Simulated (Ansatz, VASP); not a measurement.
## CrO2 in two plane-wave programs

Wanted: the spread between two codes on one cell, functional and k mesh.

Program: Ansatz 0.2.0. Level of theory: plane waves, with VASP 6.6.1 beside it; single point at PBE, DFT+U and single point at PBE, DFT+U, spin-orbit coupling. Results are calculated unless marked as measured.

In doubt: warnings of the run leave room for a lower electronic state, so energies may not be the lowest and differences between runs may mislead.

## 1. The starting structure

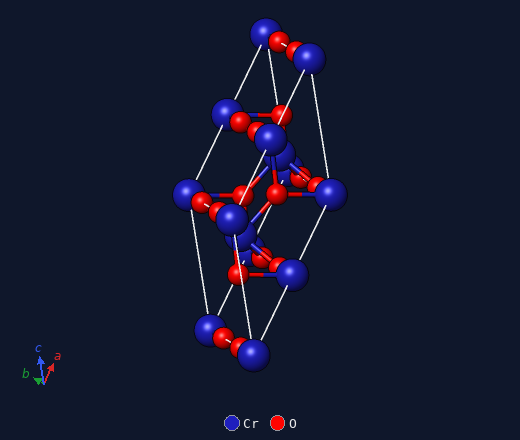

Start, viewed slightly off an axis; chromium blue, oxygen red. Some periodic images of atoms are drawn too.

As a file:

```xyz
12
Lattice="8.8420 0.0000 0.0000 4.4210 4.4210 0.0000 4.4210 0.0000 2.9170" Properties=species:S:1:pos:R:3 pbc="T T T"
Cr    0.0000    0.0000    0.0000
Cr    4.4210    0.0000    0.0000
Cr   11.0525    2.2105    1.4585
Cr    6.6315    2.2105    1.4585
O     1.3307    1.3307    0.0000
O     5.7517    1.3307    0.0000
O     9.7218    3.5412    1.4585
O    14.1428    3.5412    1.4585
O     3.0903    3.0903    0.0000
O     7.5113    3.0903    0.0000
O     3.5412    0.8798    1.4585
O     7.9622    0.8798    1.4585
```

## 2. VASP: single point, PBE, DFT+U

With cell and atoms fixed, the geometry can't cause a difference; cores, projectors, grids and the points listed under the comparison can.

Lines of VASP's logs that name or quote its potential files are left out, and so is its time.

Contents of INCAR:

```
SYSTEM = CrO2
PREC = Accurate
ENCUT = 480
EDIFF = 1E-06
NELM = 150
ISMEAR = -1
SIGMA = 0.1
LREAL = .FALSE.
ALGO = Normal
GGA = PE
NBANDS = 64
ISPIN = 2
MAGMOM = 3 -3 3 -3 0 0 0 0 0 0 0 0
LDAU = .TRUE.
LDAUTYPE = 2
LDAUL = 2 -1
LDAUU = 3.5 0
LDAUJ = 0 0
LDAUPRINT = 1
LASPH = .TRUE.
LMAXMIX = 4
LORBIT = 11
LWAVE = .FALSE.
LCHARG = .FALSE.
KPAR = 4
AMIX = 0.2
BMIX = 1E-04
AMIX_MAG = 0.8
BMIX_MAG = 1E-04
```

Contents of POSCAR:

```
CrO2
1.0
    8.8420000000      0.0000000000      0.0000000000
    4.4210000000      4.4210000000      0.0000000000
    4.4210000000      0.0000000000      2.9170000000
Cr O
4 8
Direct
    0.0000000000      0.0000000000      0.0000000000
    0.5000000000      0.0000000000      0.0000000000
    0.7500000000      0.5000000000      0.5000000000
    0.2500000000      0.5000000000      0.5000000000
    0.0000000000      0.3010000000      0.0000000000
    0.5000000000      0.3010000000      0.0000000000
    0.4490000000      0.8010000000      0.5000000000
    0.9490000000      0.8010000000      0.5000000000
    0.0000000000      0.6990000000      0.0000000000
    0.5000000000      0.6990000000      0.0000000000
    0.0510000000      0.1990000000      0.5000000000
    0.5510000000      0.1990000000      0.5000000000
```

Contents of KPOINTS:

```
Automatic mesh
0
Gamma
7 7 14
0 0 0
```

Potentials, in the order of the species: Cr_pv and O (PBE family, release 64).

Started as:

```sh
> mpirun -np 4 vasp_std
```

Numbers of over 12 decimals in the logs are rounded to 6 here.

The program printed:

```text
[banner, memory and clock lines left out]
running    4 mpi-ranks, on    1 nodes
 distrk:  each k-point on    1 cores,    4 groups
 distr:  one band on    1 cores,    1 groups

 POSCAR found type information on POSCAR CrO
 POSCAR found :  2 types and      12 ions
 LDA part: xc-table for (Slater+PW92), standard interpolation
 POSCAR, INCAR and KPOINTS ok, starting setup
 FFT: planning ... GRIDC
 FFT: planning ... GRID_SOFT
 FFT: planning ... GRID
 WAVECAR not read
 entering main loop
       N       E                     dE             d eps       ncg     rms          rms(c)
DAV:   1     0.129655428998E+04    0.12966E+04   -0.49076E+04 20528   0.161E+03
DAV:   2     0.328050485461E+02   -0.12637E+04   -0.11548E+04 21768   0.509E+02
DAV:   3    -0.113531359553E+03   -0.14634E+03   -0.14121E+03 23320   0.183E+02
DAV:   4    -0.117888252906E+03   -0.43569E+01   -0.43156E+01 23040   0.310E+01
DAV:   5    -0.118001333794E+03   -0.11308E+00   -0.11300E+00 28216   0.464E+00    0.597E+01
DAV:   6    -0.880340082535E+02    0.29967E+02   -0.55501E+01 26056   0.538E+01    0.251E+01
DAV:   7    -0.887337244886E+02   -0.69972E+00   -0.12998E+01 26312   0.224E+01    0.200E+01
DAV:   8    -0.884199723043E+02    0.31375E+00   -0.20723E+00 22464   0.123E+01    0.183E+01
DAV:   9    -0.896995393332E+02   -0.12796E+01   -0.13023E+00 23496   0.155E+01    0.165E+01
DAV:  10    -0.889235944990E+02    0.77594E+00   -0.72406E-01 29512   0.718E+00    0.805E+00
DAV:  11    -0.886866618663E+02    0.23693E+00   -0.49083E-01 27208   0.559E+00    0.394E+00
DAV:  12    -0.887016451374E+02   -0.14983E-01   -0.46109E-02 24968   0.133E+00    0.375E+00
DAV:  13    -0.886642544068E+02    0.37391E-01   -0.10141E-01 22496   0.281E+00    0.149E+00
DAV:  14    -0.886581006376E+02    0.61538E-02   -0.36086E-02 27488   0.195E+00    0.621E-01
DAV:  15    -0.886628798540E+02   -0.47792E-02   -0.74300E-03 24128   0.586E-01    0.480E-01
DAV:  16    -0.886637098948E+02   -0.83004E-03   -0.40498E-03 27488   0.407E-01    0.288E-01
DAV:  17    -0.886635762110E+02    0.13368E-03   -0.14861E-03 24096   0.218E-01    0.172E-01
DAV:  18    -0.886635649852E+02    0.11226E-04   -0.41686E-04 25800   0.156E-01    0.755E-02
DAV:  19    -0.886635631438E+02    0.18414E-05   -0.12229E-04 26952   0.914E-02    0.241E-02
DAV:  20    -0.886635720756E+02   -0.89317E-05   -0.64432E-05 23176   0.554E-02    0.231E-02
DAV:  21    -0.886635727259E+02   -0.65039E-06   -0.27717E-06 21952   0.916E-03
   1 F= -.88663573E+02 E0= -.88654056E+02  d E =-.190337E-01  mag=    -0.0000
```

From OUTCAR (step 2):

```text
ion  position               nearest neighbor table
   1  0.000  0.000  0.000-   5 1.88   9 1.88   8 1.92  12 1.92   7 1.92  11 1.92   2 2.92   2 2.92

  LATTYP: Found a body centered tetragonal cell.
 ALAT       =     6.2522381593
 C/A-ratio  =     0.9331058497

 Subroutine GETGRP returns: Found 16 space group operations
 (whereof  8 operations were pure point group operations)

The static configuration has the point symmetry D_2h.
 The point group associated with its full space group is D_4h.

 Found     80 irreducible k-points:

   k-points           NKPTS =     80   k-points in BZ     NKDIM =     80   number of bands    NBANDS=     64

   dimension x,y,z NGX =    64 NGY =   48 NGZ =   40
   dimension x,y,z NGXF=   128 NGYF=   96 NGZF=   80

   ENCUT  =  480.0 eV  35.28 Ry    5.94 a.u.  15.80 11.17  9.46*2*pi/ulx,y,z

   NELECT =      96.0000    total number of electrons

 k-points in reciprocal lattice and weights: Automatic mesh
   0.00000000  0.00000000  0.00000000       0.001
   0.14285714  0.00000000  0.00000000       0.012
   0.28571429  0.00000000  0.00000000       0.012
   0.42857143  0.00000000  0.00000000       0.012
   0.00000000  0.14285714  0.00000000       0.006
   0.28571429  0.14285714  0.00000000       0.012
   0.42857143  0.14285714  0.00000000       0.023
  -0.42857143  0.14285714  0.00000000       0.023
  -0.28571429  0.14285714 -0.00000000       0.023
[...]
-0.14285714  0.00000000  0.42857143       0.006
   0.00000000  0.00000000  0.50000000       0.001

atom =   1  type =  1  l = 2

[...]
o =  0.4090  v =  0.0000  0.0000  0.0000  0.0000  0.0000  0.7935  0.0000  0.6086  0.0000 -0.0000      0.0000  0.0000  0.0000  0.0000  0.0000  0.0000  0.0000  0.0000  0.0000  0.0000
  o =  0.9341  v =  0.0000  0.0000  0.0000  0.0000  0.0000 -0.0000 -0.7071 -0.0000  0.7071  0.0000      0.0000  0.0000  0.0000  0.0000  0.0000  0.0000  0.0000  0.0000  0.0000  0.0000
  o =  0.9531  v =  0.0000  0.0000  0.0000  0.0000  0.0000 -0.6086  0.0000  0.7935  0.0000 -0.0000      0.0000  0.0000  0.0000  0.0000  0.0000  0.0000  0.0000  0.0000  0.0000  0.0000

 average (electrostatic) potential at core
       1 -72.1477       2 -72.1477       3 -72.1477       4 -72.1477       5 -69.5227
       6 -69.5227       7 -69.5227       8 -69.5227       9 -69.5227      10 -69.5227
      11 -69.5227      12 -69.5227

 E-fermi :   5.2192

 spin component 1
 k-point     1 :       0.0000    0.0000    0.0000
  band No.  band energies     occupation
    ...
     44       4.4339      0.99961
     45       4.4339      0.99961
     46       4.5882      0.99819
     47       4.5882      0.99819
     48       5.0584      0.83313
     49       5.2813      0.34961
     50       6.1437      0.00010
     51       7.3374      0.00000
     52       7.3975      0.00000
     53       8.0133      0.00000
    ...

 k-point     2 :       0.1429    0.0000    0.0000
  band No.  band energies     occupation
    ...
     44       4.2492      0.99994
     45       4.3323      0.99986
     46       4.5130      0.99914
     47       4.5617      0.99861
     48       4.9885      0.90945
     49       5.4051      0.13486
     50       6.1844      0.00006
     51       7.4395      0.00000
     52       7.4873      0.00000
     53       8.0408      0.00000
    ...

 k-point     3 :       0.2857    0.0000    0.0000
  band No.  band energies     occupation
    ...
     44       4.0977      0.99999
     45       4.3365      0.99985
     46       4.3543      0.99982
     47       4.4956      0.99928
     48       4.7419      0.99162
     49       5.6575      0.01233
     50       6.2431      0.00004
     51       7.5430      0.00000
     52       7.6703      0.00000
     53       8.0338      0.00000
    ...

 k-point     4 :       0.4286    0.0000    0.0000
  band No.  band energies     occupation
    ...
     44       4.0780      0.99999
     45       4.2795      0.99992
     46       4.4179      0.99967
     47       4.4595      0.99950
     48       4.4808      0.99938
     49       5.8394      0.00202
     50       6.2577      0.00003
     51       7.6471      0.00000
     52       7.7684      0.00000
     53       7.9949      0.00000
    ...

 k-point     5 :       0.0000    0.1429    0.0000
  band No.  band energies     occupation
    ...
     44       4.1744      0.99997
     45       4.3209      0.99987
     46       4.4515      0.99954
     47       4.4671      0.99946
     48       4.9776      0.91805
     49       5.4624      0.08077
     50       6.1316      0.00011
     51       7.4304      0.00000
     52       7.5957      0.00000
     53       8.0167      0.00000
    ...

 k-point     6 :       0.2857    0.1429    0.0000
  band No.  band energies     occupation
    ...
     44       4.0543      0.99999
     45       4.2196      0.99995
     46       4.4363      0.99960
     47       4.6370      0.99705
     48       4.8160      0.98258
     49       5.5255      0.04467
     50       6.2746      0.00003
     51       7.5168      0.00000
     52       7.5923      0.00000
     53       8.0750      0.00000
    ...

  Total        5.4490524      5.4490524      9.0494405      0.0000000      0.0000000      0.0000000
  in kB       76.5639112     76.5639112    127.1524865      0.0000000      0.0000000      0.0000000
  external PRESSURE =      93.4267696 kB  Pullay stress =       0.0000000 kB

  energy-cutoff  :      480.00
  volume of cell :      114.03
      direct lattice vectors                 reciprocal lattice vectors
     8.842000000  0.000000000  0.000000000     0.113096584 -0.113096584 -0.171408982
     4.421000000  4.421000000  0.000000000     0.000000000  0.226193169  0.000000000
     4.421000000  0.000000000  2.917000000     0.000000000  0.000000000  0.342817964

 POSITION                                       TOTAL-FORCE (eV/Angst)
 -----------------------------------------------------------------------------------
      0.00000      0.00000      0.00000        -0.000000      0.000000     -0.046946
      4.42100      0.00000      0.00000        -0.000000      0.000000     -0.046946
     11.05250      2.21050      1.45850        -0.000000      0.000000     -0.046946
      6.63150      2.21050      1.45850        -0.000000      0.000000     -0.046946
      1.33072      1.33072      0.00000        -0.304405     -0.304405      0.023473
      5.75172      1.33072      0.00000        -0.304405     -0.304405      0.023473
      9.72178      3.54122      1.45850         0.304405     -0.304405      0.023473
     14.14278      3.54122      1.45850         0.304405     -0.304405      0.023473
      3.09028      3.09028      0.00000         0.304405      0.304405      0.023473
      7.51128      3.09028      0.00000         0.304405      0.304405      0.023473
      3.54122      0.87978      1.45850        -0.304405      0.304405      0.023473
      7.96222      0.87978      1.45850        -0.304405      0.304405      0.023473
 -----------------------------------------------------------------------------------
    total drift:                                0.000000      0.000000     -0.000289

  FREE ENERGIE OF THE ION-ELECTRON SYSTEM (eV)
  ---------------------------------------------------
  free  energy   TOTEN  =       -88.6635727259 eV

  energy  without entropy=      -88.6445390253  energy(sigma->0) =      -88.65405588

 total charge
# of ion       s       p       d       tot
------------------------------------------
    1        0.379   6.477   3.952  10.808
    2        0.379   6.477   3.952  10.808
    3        0.379   6.477   3.952  10.808
    4        0.379   6.477   3.952  10.808
    5        1.575   3.487   0.000   5.062
    6        1.575   3.487   0.000   5.062
    7        1.575   3.487   0.000   5.062
    8        1.575   3.487   0.000   5.062
    9        1.575   3.487   0.000   5.062
   10        1.575   3.487   0.000   5.062
   11        1.575   3.487   0.000   5.062
   12        1.575   3.487   0.000   5.062
--------------------------------------------------
tot         14.114  53.803  15.808  83.725

 magnetization (x)
# of ion       s       p       d       tot
------------------------------------------
    1        0.011   0.022   2.074   2.107
    2       -0.011  -0.022  -2.074  -2.107
    3        0.011   0.022   2.074   2.107
    4       -0.011  -0.022  -2.074  -2.107
    5       -0.002  -0.058   0.000  -0.060
    6        0.002   0.058   0.000   0.060
    7       -0.002  -0.058   0.000  -0.060
    8        0.002   0.058   0.000   0.060
    9       -0.002  -0.058   0.000  -0.060
   10        0.002   0.058   0.000   0.060
   11       -0.002  -0.058   0.000  -0.060
   12        0.002   0.058   0.000   0.060
--------------------------------------------------
tot          0.000   0.000   0.000   0.000

[... 1 further part left out ...]
```

The run ends at a pressure of 9.34 GPa, with forces up to 0.43 eV/Å.

(Continued in part 2 of 3.)

[Lines on the potential files, build, host, timing and source positions are cut from VASP's logs without a mark.]

[Logs are printed without paths, hosts, clocks, repeated set-up lines and the standing remarks that a program may print on its own settings, such as how far it seeks lower states.]

[Hosts, paths, dates, database ids (printed as entryN), source tags and the programs' standing remarks are cut or masked in the printed files.]
